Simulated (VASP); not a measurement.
Band structure of HgS (zinc blende). These are optB88-vdW, VASP's PBE PAW potentials (set 64) (plane waves; VASP) values and carry that method's errors.

Unless said otherwise, spin-orbit coupling is left out, though it shifts the bands of the heavy elements here.

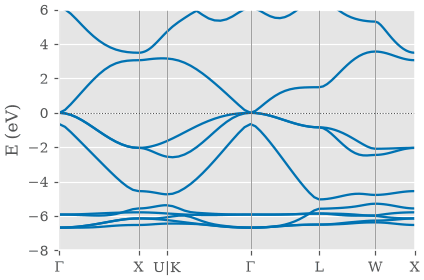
Bands along high-symmetry lines, zero at the valence-band maximum or, without a gap, the Fermi level

Read the plot: is there a gap, and where are the band edges?

It has no gap at this level: it comes out as a metal or semimetal. (Edges off the drawn lines would not show.)

The compound is HgS in the zinc blende structure, metacinnabar; cinnabar is the stable form. It was relaxed first, which changed the volume by +7 %.
